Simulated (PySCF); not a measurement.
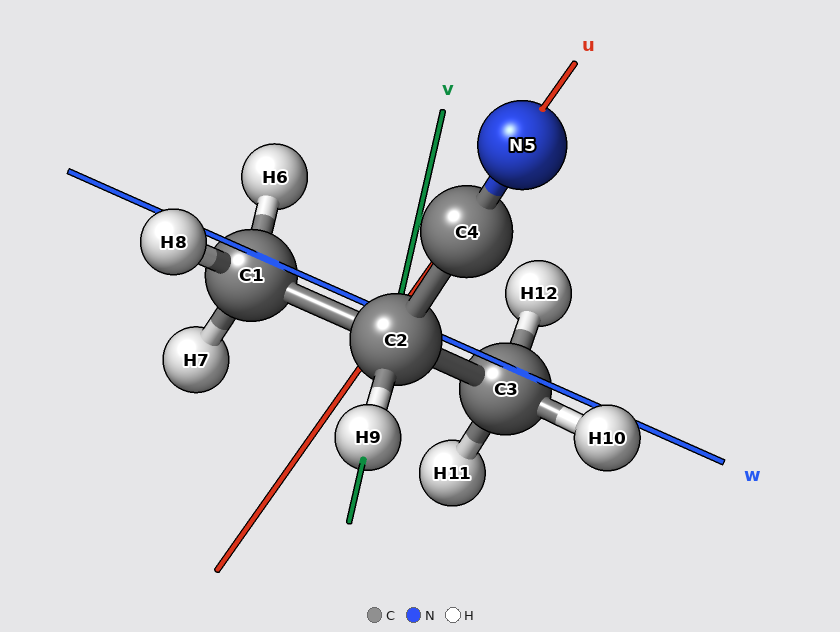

The lines u, v and w are the principal axes of the static dipole polarisability. The geometry was computed by an optimisation with PBE0-D3(BJ)/def2-SVP. No frequency run is at hand to confirm it as a minimum. Level of theory: PBE0/def2-TZVP (PySCF 2.14.0).

Along which axis is the molecule most polarisable, and along which least?

Most along u (nearly parallel to the C2–C4 bond), least along v.

Give the three principal values.

u 62.4, v 43.1, w 49.1 bohr³; mean 51.5, anisotropy 17.1 bohr³.
